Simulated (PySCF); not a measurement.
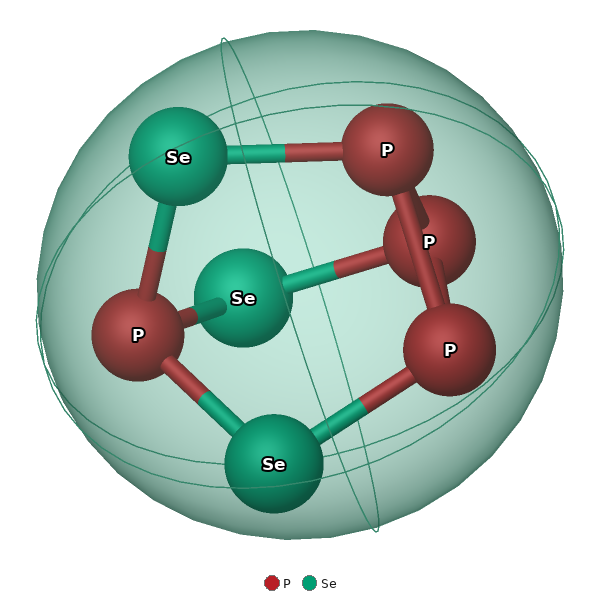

The ellipsoid shows the static dipole polarisability: its half-axes are proportional to the principal values. The geometry was computed by an optimisation with PBE0-D3(BJ)/def2-SVP. No frequency run is at hand to confirm it as a minimum. Computed with ωB97X-D/def2-SVPD (PySCF 2.14.0).

How large and how anisotropic is the polarisability?

Answer. Principal values 164.7, 164.8, 170.9 bohr³; mean 166.8 bohr³ (24.71 Å³); anisotropy 6.2 bohr³, so the longest axis is 1.04 times the shortest.
